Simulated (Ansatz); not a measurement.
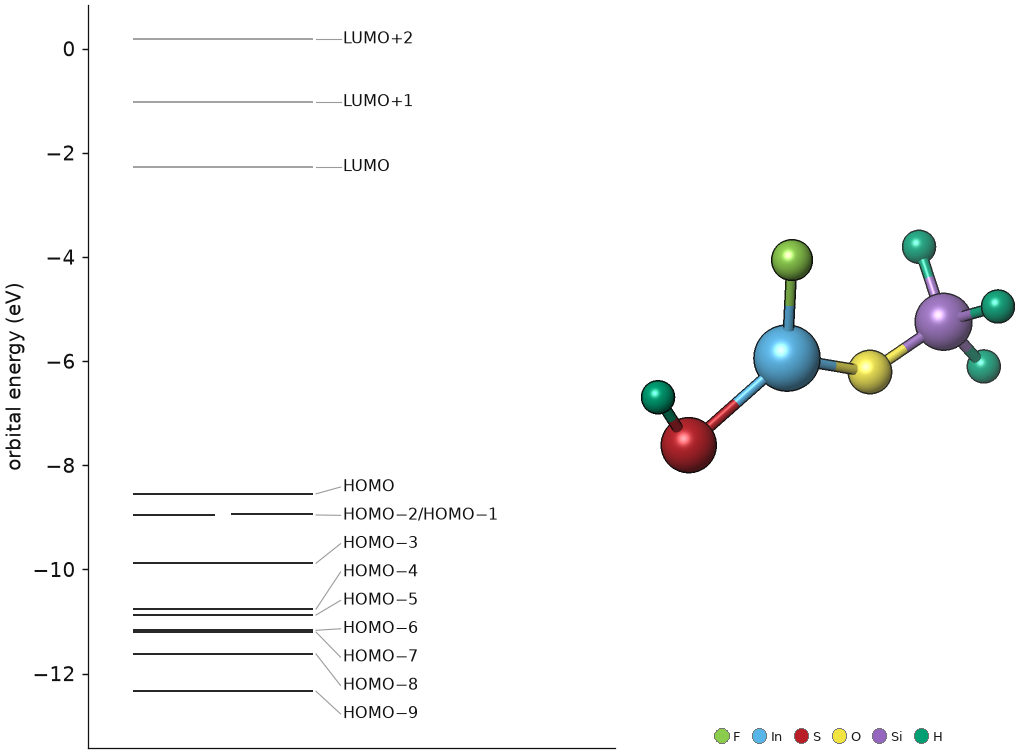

InSiH₄SOF, SMILES [F][In]([SH])[O][SiH3], singlet. Kohn-Sham orbital energies near the frontier, r2SCAN0/def2-TZVPP in the Ansatz code, at a PBE0-D4/def2-TZVP geometry (a minimum by its frequencies), isolated molecule; empty levels in grey, levels within 0.03 eV side by side.

### Where do the frontier orbitals lie?

HOMO at −8.55 eV, LUMO at −2.27 eV, 6.28 eV apart.

### How far below the HOMO does the next level lie?

0.39 eV.

Note: core potentials past krypton; spin-orbit coupling is left out, and with In it can shift these levels and split any degenerate set; one conformer of a flexible molecule; empty levels above zero depend strongly on the basis.
